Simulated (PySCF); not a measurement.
# Geometry relaxation, with input and output: C4H12Si

C4H12Si, computed with PBE0-D3(BJ)/def2-SVP geometry optimisation, gas phase (PySCF 2.14.0).

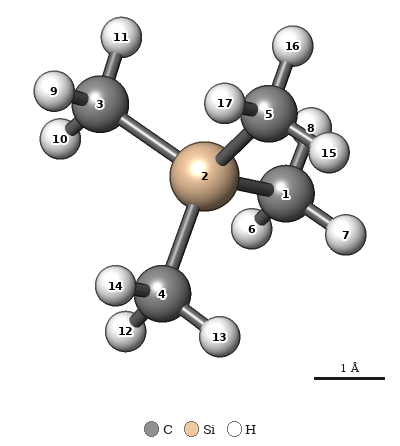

Figure 1. The input geometry (ball-and-stick view, seen at a tilt; atoms are numbered from 1 in the order of the input).

Summary:

| quantity | value |
| --- | --- |
| outcome | converged |
| total energy | −448.668987 hartree |
| dipole moment | 0.00 D |
| hardware | 1 CPU thread, shared host |
| wall time | 42 s |
| peak memory | 0.6 GiB |

The input:
```
{"job": {"xc": "PBE0", "basis": "def2-SVP", "d3": "d3bj", "grid": 1, "kind": "geom"}, "charge": 0, "multiplicity": 1}
C     -0.201944    -1.269819    -1.418754
Si    -0.003580    -0.001821    -0.004717
C     -0.079099     1.771168    -0.708505
C     -1.405650    -0.229238     1.270756
C      1.682294    -0.268581     0.849495
H     -1.148805    -1.145675    -1.935828
H     -0.166777    -2.288500    -1.043844
H      0.588861    -1.165670    -2.155886
H      0.069844     2.511309     0.072350
H     -1.040839     1.974112    -1.170147
H      0.686537     1.933575    -1.461318
H     -2.381782    -0.088406     0.816542
H     -1.389211    -1.223453     1.706998
H     -1.318678     0.486261     2.083066
H      1.764712    -1.271426     1.257352
H      2.504243    -0.129071     0.153722
H      1.825877     0.429294     1.668898
```

The first line tells a small driver script what to run in PySCF; the rest is the geometry in Å.

Command:
```bash
OMP_NUM_THREADS=1 python <driver script> task.json out
```

What the program printed:
```
step   0  E = -448.66614441  max force = 0.016241
step   1  E = -448.66894767  max force = 0.001284
step   2  E = -448.66898209  max force = 0.000451
step   3  E = -448.66898742  max force = 0.000244
optimisation converged
```

Trajectory as extended XYZ (Å, eV, eV/Å), 4 frames, from step=0 to step=3:
```
17
Properties=species:S:1:pos:R:3:forces:R:3 step=0 energy=-12208.82765
C    -0.2019   -1.2698   -1.4187    0.0825   0.6050   0.6651
Si   -0.0036   -0.0018   -0.0047    0.0149   0.0203   0.0149
C    -0.0791    1.7712   -0.7085    0.0388  -0.8352   0.3207
C    -1.4057   -0.2292    1.2708    0.6531   0.0935  -0.6056
C     1.6823   -0.2686    0.8495   -0.7973   0.1235  -0.3953
H    -1.1488   -1.1457   -1.9358   -0.4988   0.1140  -0.2271
H    -0.1668   -2.2885   -1.0438    0.0284  -0.4958   0.2502
H     0.5889   -1.1657   -2.1559    0.4245   0.0996  -0.3416
H     0.0698    2.5113    0.0723    0.0786   0.3263   0.4408
H    -1.0408    1.9741   -1.1702   -0.5088   0.0473  -0.2313
H     0.6865    1.9336   -1.4613    0.4093   0.0254  -0.3793
H    -2.3818   -0.0884    0.8165   -0.4783   0.0824  -0.2931
H    -1.3892   -1.2234    1.7070    0.0569  -0.5255   0.1937
H    -1.3187    0.4863    2.0831    0.0998   0.3868   0.3912
H     1.7647   -1.2714    1.2573   -0.0073  -0.5343   0.1885
H     2.5042   -0.1291    0.1537    0.3848   0.0795  -0.4003
H     1.8259    0.4293    1.6689    0.0191   0.3872   0.4086
17
Properties=species:S:1:pos:R:3:forces:R:3 step=1 energy=-12208.90393
C    -0.1999   -1.2373   -1.4079    0.0111  -0.0559  -0.0407
Si   -0.0002    0.0013   -0.0004   -0.0179  -0.0177  -0.0251
C    -0.0557    1.7522   -0.6970   -0.0089   0.0660  -0.0012
C    -1.4014   -0.2294    1.2399   -0.0401   0.0123   0.0539
C     1.6533   -0.2815    0.8597    0.0585  -0.0005   0.0186
H    -1.1621   -1.1046   -1.9301    0.0218   0.0198   0.0321
H    -0.1655   -2.2747   -1.0349   -0.0002   0.0342   0.0034
H     0.6022   -1.1277   -2.1568   -0.0147   0.0118   0.0313
H     0.0927    2.5037    0.0965   -0.0052  -0.0316  -0.0113
H    -1.0272    1.9626   -1.1750    0.0253  -0.0267   0.0149
H     0.7288    1.9114   -1.4556   -0.0124  -0.0304   0.0286
H    -2.3876   -0.0856    0.7678    0.0400   0.0013  -0.0109
H    -1.3880   -1.2407    1.6797    0.0188   0.0241  -0.0278
H    -1.3221    0.4938    2.0689    0.0085  -0.0174  -0.0277
H     1.7260   -1.3015    1.2723   -0.0266   0.0248  -0.0205
H     2.4951   -0.1456    0.1600   -0.0354  -0.0015   0.0107
H     1.7981    0.4255    1.6937   -0.0225  -0.0126  -0.0282
17
Properties=species:S:1:pos:R:3:forces:R:3 step=2 energy=-12208.90487
C    -0.1893   -1.2377   -1.4117   -0.0147  -0.0053  -0.0124
Si   -0.0019   -0.0006   -0.0028    0.0106   0.0114   0.0150
C    -0.0537    1.7536   -0.6884   -0.0025   0.0072  -0.0232
C    -1.4076   -0.2283    1.2313   -0.0092  -0.0144   0.0104
C     1.6471   -0.2836    0.8636    0.0135  -0.0014   0.0073
H    -1.1497   -1.1021   -1.9349    0.0057   0.0010   0.0022
H    -0.1551   -2.2739   -1.0382   -0.0006   0.0059   0.0023
H     0.6161   -1.1227   -2.1548   -0.0005   0.0050   0.0077
H     0.0897    2.4989    0.1104   -0.0027  -0.0097   0.0040
H    -1.0219    1.9627   -1.1714    0.0050  -0.0019  -0.0015
H     0.7364    1.9118   -1.4401   -0.0004  -0.0018   0.0063
H    -2.3889   -0.0815    0.7519    0.0075   0.0010  -0.0040
H    -1.3952   -1.2405    1.6669   -0.0013   0.0031  -0.0041
H    -1.3282    0.4936    2.0601    0.0034  -0.0010  -0.0049
H     1.7131   -1.3035    1.2755   -0.0053   0.0033  -0.0034
H     2.4896   -0.1489    0.1662   -0.0037  -0.0010   0.0012
H     1.7862    0.4241    1.6967   -0.0049  -0.0014  -0.0030
17
Properties=species:S:1:pos:R:3:forces:R:3 step=3 energy=-12208.90501
C    -0.1823   -1.2321   -1.4144    0.0037   0.0025   0.0113
Si   -0.0006    0.0006   -0.0011   -0.0038  -0.0035  -0.0050
C    -0.0445    1.7537   -0.6895   -0.0034  -0.0071   0.0108
C    -1.4166   -0.2312    1.2202    0.0108   0.0075  -0.0028
C     1.6403   -0.2861    0.8790   -0.0061   0.0020  -0.0125
H    -1.1406   -1.0935   -1.9397   -0.0043  -0.0002  -0.0066
H    -0.1496   -2.2687   -1.0430   -0.0013  -0.0090  -0.0026
H     0.6263   -1.1135   -2.1529    0.0051  -0.0012  -0.0050
H     0.0924    2.4978    0.1111   -0.0022   0.0077   0.0018
H    -1.0081    1.9622   -1.1810   -0.0036   0.0045  -0.0072
H     0.7529    1.9092   -1.4334    0.0073   0.0031  -0.0016
H    -2.3927   -0.0814    0.7321   -0.0057   0.0013  -0.0024
H    -1.4075   -1.2449    1.6511   -0.0035  -0.0064   0.0027
H    -1.3423    0.4879    2.0514   -0.0054   0.0018   0.0083
H     1.6988   -1.3062    1.2905    0.0011  -0.0051   0.0037
H     2.4874   -0.1535    0.1874    0.0101  -0.0006   0.0012
H     1.7734    0.4215    1.7126    0.0012   0.0028   0.0061
```

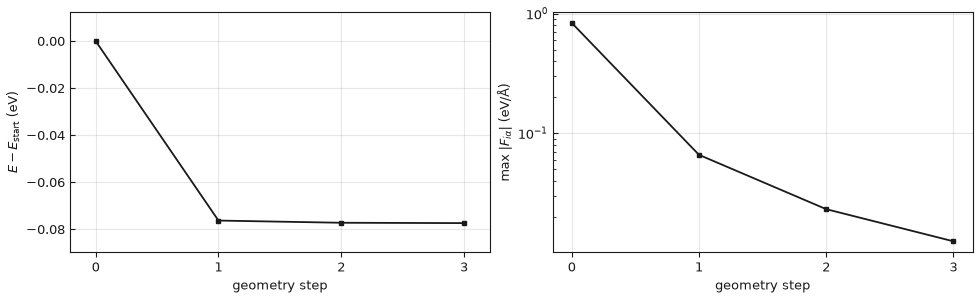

Figure 2. Progress of the relaxation, step by step (steps are counted from 0).

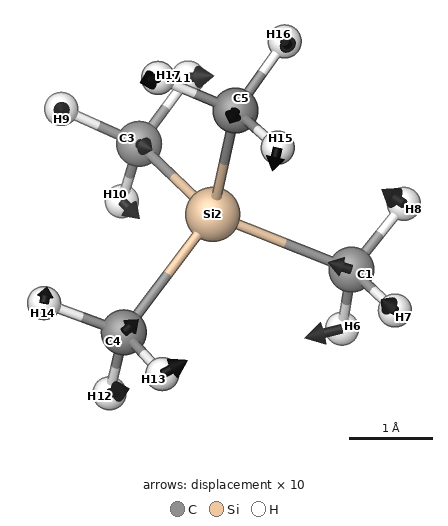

Figure 3. The starting structure with the displacements as black arrows, magnified 10 times (ball-and-stick view, seen at a tilt). The two geometries are laid on each other by the best rigid fit. Over 3 geometry steps the energy falls by 0.077 eV. Largest force component: 0.84 eV/Å at the start, 0.013 eV/Å at the end. The atom that moves furthest after the best rigid fit is H6 (0.048 Å). By element the largest moves are H 0.048 Å, C 0.031 Å, Si 0.005 Å. Among the contacts that change: C1–Si2 1.910 → 1.884 Å, C1–H6 1.086 → 1.102 Å. (Atoms are counted from 1 in the order of the input.)
